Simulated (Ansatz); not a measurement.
**Computed against measured: atomisation enthalpy at 298 K**

6 molecules of light elements (H to F); the atomisation enthalpy at 298 K in kJ/mol, computed less measured. Shapes, held fixed at every level: PBE0-D4/def2-TZVP. Flexible molecules stand in one conformer, not always the lowest. Thermal terms are harmonic and unscaled (PBE0-D4/def2-TZVP); the spin-orbit lowering of the free atoms is taken from their spectra. Programs: Ansatz 0.2.0. Measured values: Active Thermochemical Tables, CRC Handbook of Chemistry and Physics.

Levels: A = SPW92/def2-TZVPP; B = PBE-D4/def2-TZVPP; C = MP2/def2-TZVPP.

| molecule | from tabulated heats | A | B | C |
| --- | --- | --- | --- | --- |
| CF4 (tetrafluoromethane) | 1968 | +507 | +113 | +63 |
| C2H3N (acetonitrile) | 2486 | +373 | +85 | -15 |
| C3H4 (SMILES C=C=C) | 2832 | +422 | +92 | -33 |
| C3H5N (SMILES CCC#N) | 3661 | +531 | +103 | -33 |
| C4H9NO (butyramide) | 5833 | +919 | +161 | -68 |
| C6H10 (SMILES CC1C=CCC1) | 6474 | +927 | +147 | -63 |

Task: Sum up the errors.

Result: 
```csv
level,kind,mean error,mean absolute error,worst case
SPW92/def2-TZVPP,LDA,+613.2,613.2,C6H10
PBE-D4/def2-TZVPP,GGA,+116.8,116.8,C4H9NO
MP2/def2-TZVPP,perturbation theory,-24.8,45.8,C4H9NO
```

On this set MP2/def2-TZVPP has the smallest mean absolute error and SPW92/def2-TZVPP the largest. SPW92/def2-TZVPP is too high in 6 of 6; PBE-D4/def2-TZVPP is too high in 6 of 6; MP2/def2-TZVPP is too low in 5 of 6. Heats of the atoms come from ATcT where it has them. For SPW92/def2-TZVPP the error tends to grow with the atomisation enthalpy. Correlated wave functions converge slowly with the basis. The set is small.

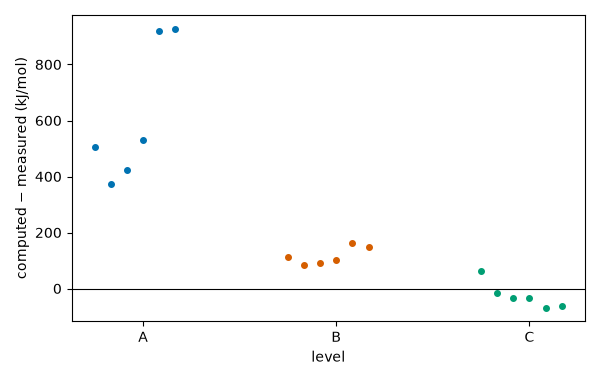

Errors of each level, one point a molecule.
